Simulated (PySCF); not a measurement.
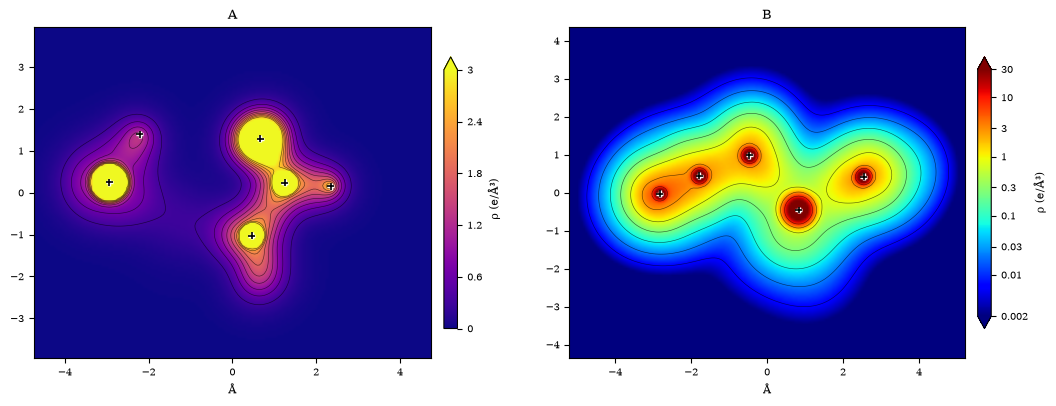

The electron density of 2 systems, each on a plane through atoms (crosses mark nuclei in the plane).

Method: PySCF 2.14.0, B3LYP/def2-SVPD, SCF density, gas phase.

System 1: C$_{5}$H$_{9}$NOSi, the plane of atoms C4, Si2 and C6. Geometry: GFN2-xTB.

```yaml
atoms:
  - { symbol: C, position_ang: [-1.0175, -1.1943, -1.0847] }
  - { symbol: Si, position_ang: [-0.2753, 0.0237, 0.1737] }
  - { symbol: C, position_ang: [-0.4544, 1.8535, -0.2922] }
  - { symbol: C, position_ang: [-1.0798, -0.2949, 1.9024] }
  - { symbol: O, position_ang: [-1.3615, 0.5830, 2.6770] }
  - { symbol: C, position_ang: [1.5972, -0.4054, 0.4121] }
  - { symbol: C, position_ang: [2.2831, -0.2618, -0.8321] }
  - { symbol: N, position_ang: [2.7956, -0.1367, -1.8476] }
  - { symbol: H, position_ang: [-1.0016, -2.2179, -0.7191] }
  - { symbol: H, position_ang: [-0.4520, -1.1700, -2.0118] }
  - { symbol: H, position_ang: [-2.0483, -0.9479, -1.3218] }
  - { symbol: H, position_ang: [0.2025, 2.1151, -1.1179] }
  - { symbol: H, position_ang: [-0.2079, 2.4952, 0.5499] }
  - { symbol: H, position_ang: [-1.4723, 2.0888, -0.5900] }
  - { symbol: H, position_ang: [-1.2938, -1.3494, 2.1873] }
  - { symbol: H, position_ang: [1.7224, -1.4312, 0.7624] }
  - { symbol: H, position_ang: [2.0567, 0.2623, 1.1425] }
```

System 2: C$_{2}$H$_{5}$GeO$_{2}$P (SMILES O=C[C](=O)[GeH2][PH2]), the plane of atoms C3, C2 and H7. Geometry: GFN2-xTB.

```xyz
11

O    -0.8804   -1.7424    0.3410
C    -1.6597   -0.8824    0.0170
C    -1.1441    0.4551   -0.3947
O    -1.5753    1.1491   -1.2743
Ge    0.5681    0.8270    0.6158
P     2.4470   -0.1228   -0.3148
H    -2.7531   -1.0092    0.0906
H     0.7053    2.3328    0.6395
H     0.3818    0.4024    2.0539
H     1.9626    0.0073   -1.6141
H     1.9533   -1.4142   -0.1860
```

Q: Match each panel to its system.

A: Panel A is system 2, C$_{2}$H$_{5}$GeO$_{2}$P: the plane holds O, C, P and H. C–O (1.21 Å): ρ is about 3.4 e/Å³ halfway. Panel B is system 1, C$_{5}$H$_{9}$NOSi: the plane holds Si, C and N. C–N (1.14 Å): the density is about 3.6 e/Å³ at the midpoint.
